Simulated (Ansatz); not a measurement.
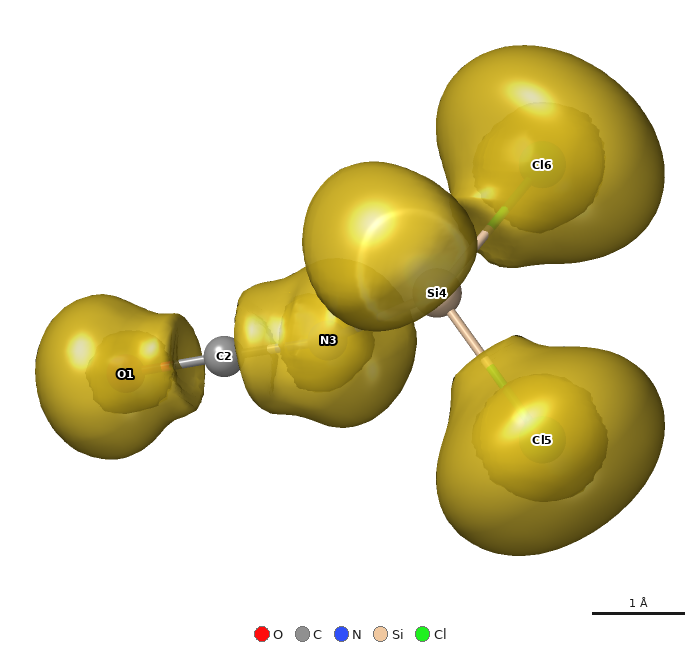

Figure 1: CCl₂NOSi (SMILES O=C=N[Si](Cl)Cl) (doublet). Isosurface of the electron localisation function at 0.75 (yellow), seen at a tilt. Core shells and regions of very low density are left out.

Geometry: PBE0-D4/def2-TZVP.

These are results of UKS PBE0-D4/def2-TZVPP (Ansatz 0.2.0), not measurements.

```yaml
atoms:
  - { symbol: O, position_ang: [-2.7791, -0.0304, -0.7098] }
  - { symbol: C, position_ang: [-1.6541, 0.0131, -0.4307] }
  - { symbol: N, position_ang: [-0.4919, 0.1026, -0.1478] }
  - { symbol: Si, position_ang: [1.0250, -0.5025, 0.3077] }
  - { symbol: Cl, position_ang: [2.3785, -0.0130, -1.1413] }
  - { symbol: Cl, position_ang: [1.5639, 0.3662, 2.0758] }
```

### What do the ELF domains correspond to?

At this value the surface marks out two regions on Cl in which the atom's valence shell and bonds are merged, one region on N in which the atom's valence shell and bonds are merged, one region on O in which the atom's valence shell and bonds are merged and one lobe on Si, pointing away from the bonds (non-bonding electrons). Along the contacts the grid gives the following. C–O (1.16 Å): the ELF peaks at about 0.85 between the atoms (a multiple bond). C–N (1.20 Å): the ELF peaks at about 0.85 between the atoms (a multiple bond).
